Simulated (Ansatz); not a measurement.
**C₆H₁₇GeN: density, localisation and related maps**

```yaml
atoms:
  - { symbol: C, position_ang: [-0.6449, -2.9500, 0.1817] }
  - { symbol: C, position_ang: [-0.0705, -1.8229, -0.6666] }
  - { symbol: Ge, position_ang: [-0.7207, -0.0340, -0.1938] }
  - { symbol: C, position_ang: [-0.7385, 1.1711, -1.7374] }
  - { symbol: C, position_ang: [0.6476, 1.3978, -2.3257] }
  - { symbol: N, position_ang: [0.4475, 0.7000, 1.0436] }
  - { symbol: C, position_ang: [0.1368, 2.0304, 1.5055] }
  - { symbol: C, position_ang: [0.9157, -0.1449, 2.1135] }
  - { symbol: H, position_ang: [-1.7349, -2.9846, 0.1111] }
  - { symbol: H, position_ang: [-0.3976, -2.8305, 1.2395] }
  - { symbol: H, position_ang: [-0.2635, -3.9251, -0.1346] }
  - { symbol: H, position_ang: [-0.3162, -1.9816, -1.7214] }
  - { symbol: H, position_ang: [1.0218, -1.8030, -0.6084] }
  - { symbol: H, position_ang: [-2.1563, -0.1510, 0.4034] }
  - { symbol: H, position_ang: [-1.1948, 2.1185, -1.4367] }
  - { symbol: H, position_ang: [-1.4132, 0.7341, -2.4804] }
  - { symbol: H, position_ang: [1.3304, 1.8131, -1.5810] }
  - { symbol: H, position_ang: [1.0899, 0.4625, -2.6796] }
  - { symbol: H, position_ang: [0.6175, 2.0860, -3.1752] }
  - { symbol: H, position_ang: [-0.6672, 2.0574, 2.2617] }
  - { symbol: H, position_ang: [1.0239, 2.4900, 1.9599] }
  - { symbol: H, position_ang: [-0.1685, 2.6682, 0.6723] }
  - { symbol: H, position_ang: [1.2069, -1.1261, 1.7332] }
  - { symbol: H, position_ang: [0.1713, -0.2987, 2.9147] }
  - { symbol: H, position_ang: [1.8040, 0.2990, 2.5812] }
```

Geometry: PBE0-D4/def2-TZVP.

Level of theory: Ansatz 0.2.0, RKS PBE0-D4/def2-TZVPP.

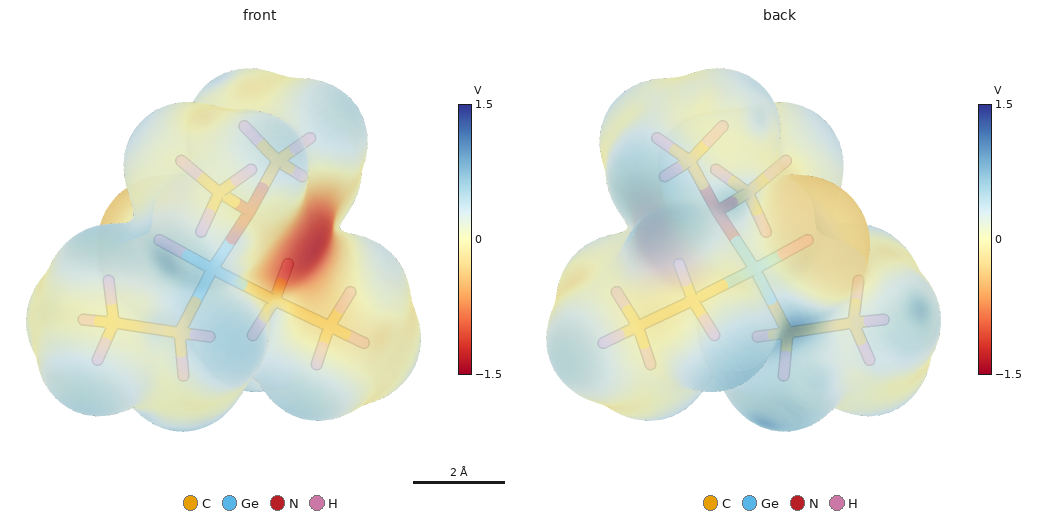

Figure 1. The electrostatic potential painted on the density surface at 0.002 e/bohr³, seen from the front and from behind; red is negative and blue positive.

Which sites attract a positive test charge, and which a negative one?

A positive charge is drawn to the negative regions and a negative charge to the positive ones. The most negative region (about −1.2 V) lies over N6, the most positive (about +0.8 V) over Ge3 and H12. N6 is the likeliest acceptor of a hydrogen bond.

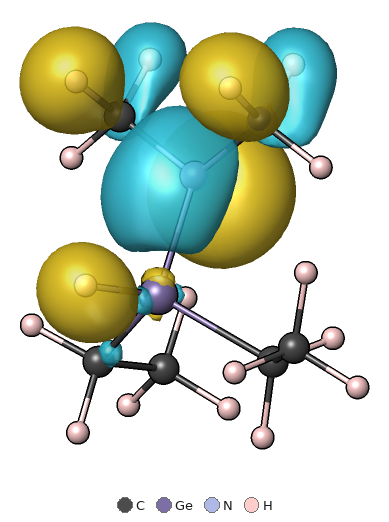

Figure 2. The HOMO at ±0.1 Å⁻³ᐟ² (yellow and cyan are the two phases), seen at an oblique angle.

Where does this orbital lie, and at what energy?

Its weight (Hirshfeld) is mainly on N6 (about 55 %), Ge3 (about 10 %), C8 (about 10 %) and C7 (about 10 %). Its energy is −5.98 eV.

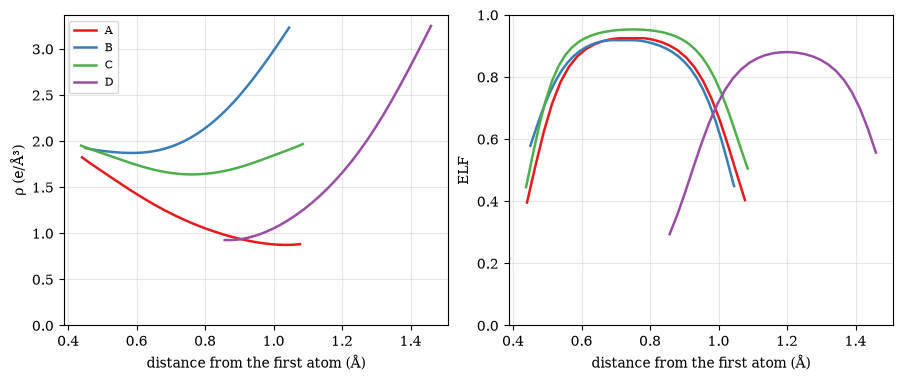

Figure 3. Total electron density and ELF along straight lines between neighbouring atoms. The curves leave out the atomic cores.

Which curve belongs to which contact (C–C, C–Ge, C–N and Ge–N)? The first atom named is at distance zero.

Curve A: C–Ge (1.96 Å): ρ is about 0.89 e/Å³ halfway; the ELF peaks at about 0.95 in the valence shell of C, 0.7 Å from its nucleus, and is about 0.75 at the midpoint. Curve B: C–N (1.44 Å): the density is about 2 e/Å³ at the midpoint; the ELF peaks at about 0.90 between the atoms (localised, covalent bonding). Curve C: C–C (1.52 Å): ρ is about 1.6 e/Å³ halfway; the ELF peaks at about 0.95 between the atoms: localised, covalent bonding. Curve D: Ge–N (1.85 Å): the density is about 0.95 e/Å³ at the midpoint; the ELF peaks at about 0.90 in the valence shell of N, 0.6 Å from its nucleus, and is about 0.50 at the midpoint.
